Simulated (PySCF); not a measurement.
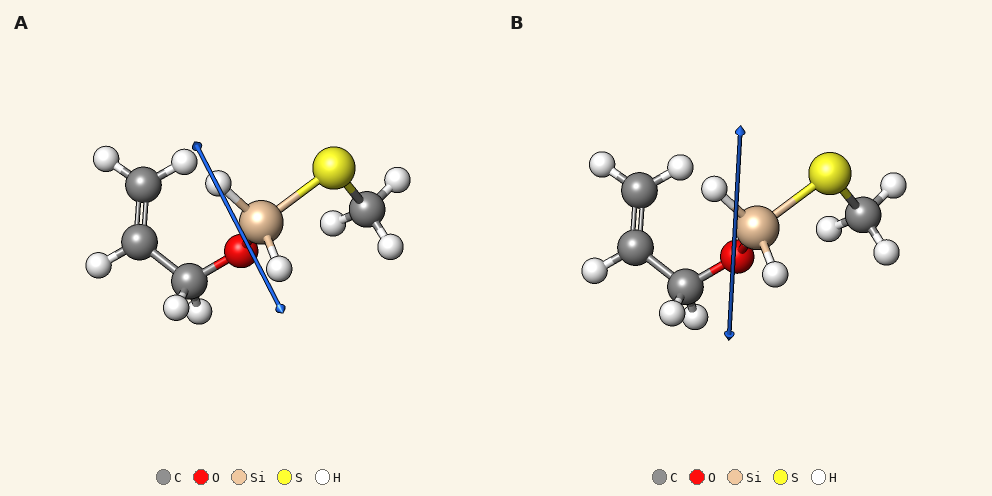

The double arrows show the directions of two transition dipoles from the ground state (lengths mean nothing). Computed geometry: GFN2-xTB optimisation. No frequency run is at hand to confirm it as a minimum. Properties computed with TDDFT CAM-B3LYP/def2-SVPD, vertical, gas phase, core orbitals frozen in the response (PySCF 2.14.0).

One belongs to singlet state 2 and one to singlet state 6. Which is which?

A: state 2, 6.16 eV (201 nm), oscillator strength 0.027, of mixed character, with the largest part HOMO → LUMO+1 (weight 0.39).
B: state 6, 7.20 eV (172 nm), oscillator strength 0.016, of mixed character, with the largest part HOMO−2 → LUMO (weight 0.29).

The geometry is semi-empirical. Around Si such bond lengths and angles can be off by a tenth of an ångström or more and by several degrees, and values that hang on the shape move with them.
